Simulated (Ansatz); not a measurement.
# FCI/6-31G run of NH3 (SMILES N)

What is the energy change on altering one bond length of NH3 at FCI/6-31G? 

The calculation is run with Ansatz 0.2.0.

48 further runs of the same task are left out: 48 set aside as unsound or not needed.

### Step 1. Starting point

NH3 has 4 atoms, charge 0, and is taken as a singlet. SMILES: `N`. Geometry: relaxed at PBE0-D4/def2-TZVP.

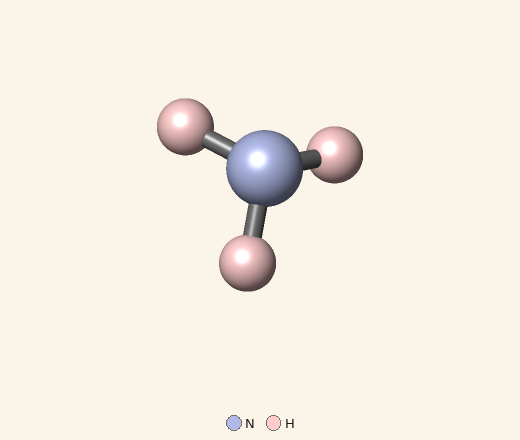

Viewed from a chosen angle; nitrogen light blue, hydrogen pink.

### Step 2. A single-point energy at FCI/6-31G

Contents of in.yaml:

```yaml
crystal:
  periodic: [false, false, false]
  atoms:
    - {symbol: "N", position_ang: [-0.069910, 0.249470, 0.110930]}
    - {symbol: H, position_ang: [0.490470, -0.301820, 0.749180]}
    - {symbol: H, position_ang: [-0.887480, -0.301940, -0.118910]}
    - {symbol: H, position_ang: [0.466920, 0.354280, -0.741200]}
basis:
  gaussian:
    orbitals: 6-31G
accuracy: high
correlation:
  method: fci
  frozen_orbitals: {H: 0, "N": 1}
```

Launch:

```bash
$ ansatz run in.yaml --threads 1 --pin off --max-ram 3480MiB --events-out events.jsonl --progress --plain --runs-dir runs
```

Standard output:

```text
Warning: RAYON_NUM_THREADS=1 ignored (pool sized by the plan → 1); use --threads N
Functional definition: HF
  name "HF"
  exchange = exact_x
  correlation = 0
351 factors; integrals over basis functions are off by at most 8.1e-9 eV
mean field evaluation 1: about -1526.8350 eV, gradient 2.6e1 eV
mean field evaluation 2: about -1526.8321 eV, gradient 2.6e1 eV
mean field evaluation 4: about -1528.2228 eV, gradient 1.3e0 eV
mean field evaluation 8: about -1528.2284 eV, gradient 6.8e-4 eV
mean field -1528.22837851 eV, -56.1613570397 hartree, gradient 2.1e-8 eV, S^2 0.000000; 0 other end points of the search recorded, 0 dependent functions left out
1 core orbitals not correlated: weight in the atoms' cores, before any rotation towards them, 1.000 or more for the frozen orbitals, at most 0.000 for the correlated occupied ones
reference -1528.22837851 eV, -56.1613570397 hartree; 4, 4 occupied and 10, 10 virtual orbitals, 351 factors
state -1531.77849587 eV, -56.2918214463 hartree
Total energy: -1531.77849587 eV, -56.2918214463 hartree
```

Run time: 2.3 s. Hardware: 1 thread of Intel Xeon 6975P-C (Granite Rapids), shared host; peak memory 0.15 GiB.

### Step 3. The distorted shape at the same level

Contents of run.yaml:

```yaml
crystal:
  periodic: [false, false, false]
  atoms:
    - symbol: "N"
      position_ang: [-0.209994, 0.387282, -0.048620]
    - symbol: H
      position_ang: [0.490470, -0.301820, 0.749180]
    - symbol: H
      position_ang: [-1.027564, -0.164128, -0.278460]
    - symbol: H
      position_ang: [0.326836, 0.492092, -0.900750]
basis:
  gaussian:
    orbitals: 6-31G
correlation:
  method: fci
  frozen_orbitals: {H: 0, "N": 1}
accuracy: high
```

Launch:

```bash
$ ansatz run run.yaml --threads 1 --pin off --max-ram 3480MiB --events-out events.jsonl --progress --plain --runs-dir runs
```

Standard output:

```text
Warning: RAYON_NUM_THREADS=1 ignored (pool sized by the plan → 1); use --threads N
[... 4 set-up lines as earlier in the session ...]
350 factors; integrals over basis functions are off by at most 1.2e-8 eV
mean field evaluation 1: about -1525.8300 eV, gradient 2.4e1 eV
mean field evaluation 2: about -1525.8274 eV, gradient 2.4e1 eV
mean field evaluation 4: about -1527.2172 eV, gradient 1.3e0 eV
mean field evaluation 8: about -1527.2264 eV, gradient 1.1e-3 eV
mean field -1527.22637289 eV, -56.1245340126 hartree, gradient 4.8e-8 eV, S^2 0.000000; 0 other end points of the search recorded, 0 dependent functions left out
1 core orbitals not correlated: weight in the atoms' cores, before any rotation towards them, 1.000 or more for the frozen orbitals, at most 0.000 for the correlated occupied ones
reference -1527.22637289 eV, -56.1245340126 hartree; 4, 4 occupied and 10, 10 virtual orbitals, 350 factors
state -1531.04497805 eV, -56.2648651639 hartree
Total energy: -1531.04497805 eV, -56.2648651639 hartree
```

It took 2.2 s on 1 thread of Intel Xeon 6975P-C (Granite Rapids), shared host; peak memory 0.15 GiB.

### Step 4. Results

At FCI/6-31G, 1 core orbital frozen:

| quantity | value |
| --- | --- |
| first shape: total energy | -56.29182 Eh |
| first shape: correlation energy (1 core orbital frozen) | -130.5 mEh |
| distorted shape: total energy | -56.26487 Eh |
| distorted shape: correlation energy (1 core orbital frozen) | -140.3 mEh |
| energy change with the N1–H2 bond stretched from 1.013 to 1.266 Å | 0.734 eV |

With the N1–H2 bond stretched from 1.013 to 1.266 Å the energy rises by 0.73 eV (70.8 kJ/mol). The first shape isn't relaxed at this level, so the change isn't measured from a minimum.
